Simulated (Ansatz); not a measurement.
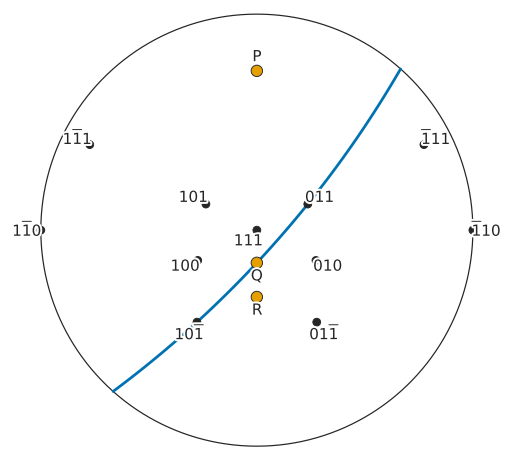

For Co, the end point of a relaxation with DFT, LDA (PW92), plane waves (420 eV) with PAW, scalar-relativistic in Ansatz: stereographic projection of plane normals (upper hemisphere) centred on (1 1 1). All values are computed from the atomic coordinates in the standard setting (tolerance 0.002 Å).

a = 2.427 Å, b = 2.427 Å, c = 3.923 Å, α = 90.00°, β = 90.00°, γ = 120.00°.

Index the poles marked P, Q, R.

Answer. P is (0 0 1), in four indices (0 0 0 1), 72.8° from the centre; Q is (1 1 0), in four indices (1 1 −2 0), 17.2° from the centre; R is (1 1 −1), in four indices (1 1 −2 −1), 34.4° from the centre.

Which zone does the coloured great circle trace?

Answer. The zone [1 −1 1]: its poles satisfy h − k + l = 0.

What is the angle between the normals of (−1 1 1) and (1 0 1), and what are their d_hkl = 1/|g|?

Answer. 99.5°; d = 1.853 Å and 1.853 Å.
